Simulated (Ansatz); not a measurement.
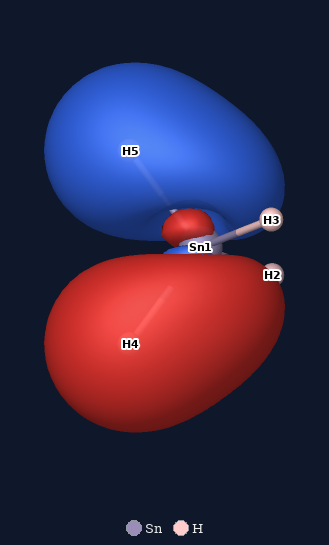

Figure 1: H4Sn. The HOMO at ±0.08 Å⁻³ᐟ² (blue and red are the two phases), seen from one side.

Core potentials replace the inner electrons of Sn.

The calculation used RKS PBE/def2-SVPD (Ansatz 0.2.0).

The calculation's input:

```
crystal:
  periodic: [false, false, false]
  atoms:
    - { symbol: Sn, position_ang: [0.111126, 0.0, 0.07873] }
    - { symbol: H, position_ang: [0.725138, 0.0, 1.687101] }
    - { symbol: H, position_ang: [1.832178, 0.0, 0.121771] }
    - { symbol: H, position_ang: [-0.624471, 1.44907, -0.441551] }
    - { symbol: H, position_ang: [-0.624471, -1.44907, -0.441551] }
basis:
  gaussian: { orbitals: def2-SVPD }
hamiltonian:
  xc: pbe
relax:
  f_tol: 0.03
  max_steps: 50
output:
  orbitals: {}
```

Command:

```sh
ansatz run input.yaml --threads 1 --pin off --max-ram 2048MiB --backend cpu --events-out ev --progress --plain --runs-dir out
```

The fields are those of the run's last geometry, not of the input's.

Q: Where does this orbital lie, and at what energy?

A: By Hirshfeld shares it lies mainly on Sn1 (about 45 %), H4 (about 25 %) and H5 (about 25 %). It is one of a degenerate set, so its orientation is arbitrary. Its energy is −7.91 eV.
